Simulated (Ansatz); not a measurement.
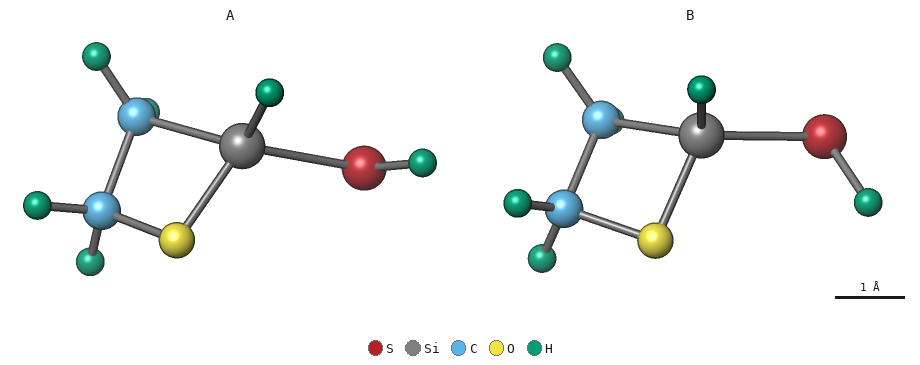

Two geometries of C₂H₆OSSi (coarse preliminary run), drawn at one scale. One is the start of a relaxation, the other its converged end. The picture is a ball-and-stick view, seen at a tilt.

These are results of Ansatz, RKS PBE-D4/def2-SVP, not measurements. (force threshold 0.03 eV/Å; at most 200 steps)

### Which one is relaxed?

Structure A is the relaxed one. The start comes from a force field. After 9 accepted moves (10 points after the start) the energy has fallen by 75.8 kJ/mol. The largest force component goes from 5.3 to 0.018 eV/Å. The line search rejected the trial step at point 4 of the run. The largest move after the best rigid fit is that of an H atom, 0.62 Å. Largest moves by element: H 0.62 Å, S 0.47 Å, O 0.41 Å, Si 0.16 Å, C 0.11 Å. Near-neighbour distances that change, for instance: C–H 1.018 → 1.112 Å, S–Si 2.081 → 2.154 Å, C–H 1.042 → 1.107 Å, C–Si 1.832 → 1.892 Å. Bond angles that change, for instance: S–Si–H 117.4° → 107.5°, C–C–O 95.0° → 102.4°, S–Si–O 110.9° → 117.2°. Groups turn about S–Si by about 45°, O–Si by about 20°, C–O by about 20°.
